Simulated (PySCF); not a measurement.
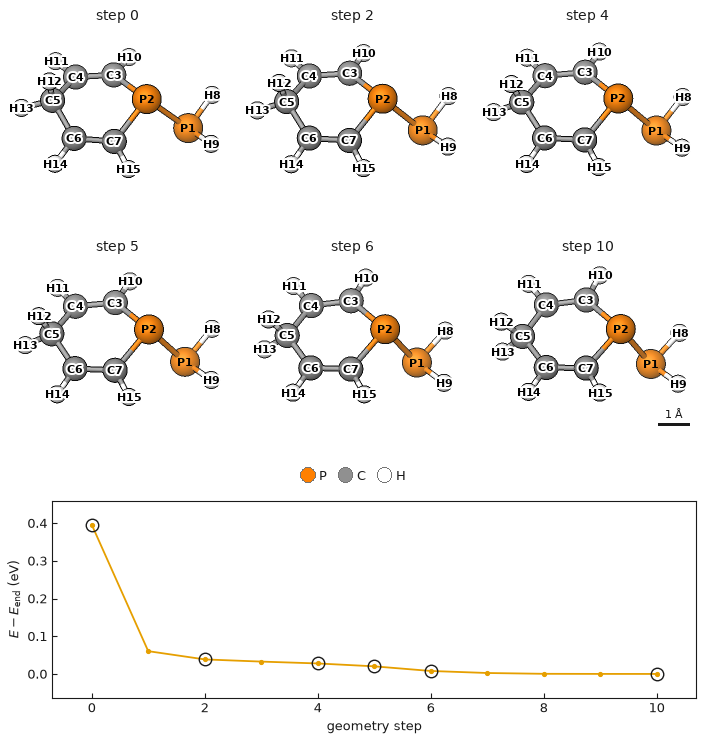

Frames of a relaxation of C5H8P2, marked on the history of the run. The picture is a ball-and-stick view, seen at a tilt.

The start comes from GFN2-xTB. Its atoms were then displaced at random by about 0.01 Å.

Method: PBE0-D3(BJ)/def2-SVP geometry optimisation, gas phase (PySCF). 

Q: Describe the path.

A: H13 moves most after the best rigid fit: 0.84 Å. By element the largest moves are H 0.84 Å, P 0.37 Å, C 0.30 Å. Some distances before and after: P1–P2 2.187 → 2.256 Å, P1–H9 1.365 → 1.432 Å, P1–H8 1.366 → 1.432 Å, C3–C4 1.274 → 1.339 Å. Among the angles between lasting bonds that change: C4–C5–C6 111.0° → 116.2°, C3–C4–H11 122.3° → 118.2°, H12–C5–H13 107.3° → 103.5°. After 10 geometry steps the energy has fallen by 0.396 eV. From step 0 to 2: H12 moves most (0.19 Å), energy −0.357 eV. From step 2 to 4: H13 moves most (0.12 Å), energy −0.011 eV. From step 4 to 5: H13 moves most (0.12 Å), energy −0.008 eV. From step 5 to 6: H13 moves most (0.28 Å), energy −0.012 eV. From step 6 to 10: H13 moves most (0.16 Å), energy −0.008 eV.
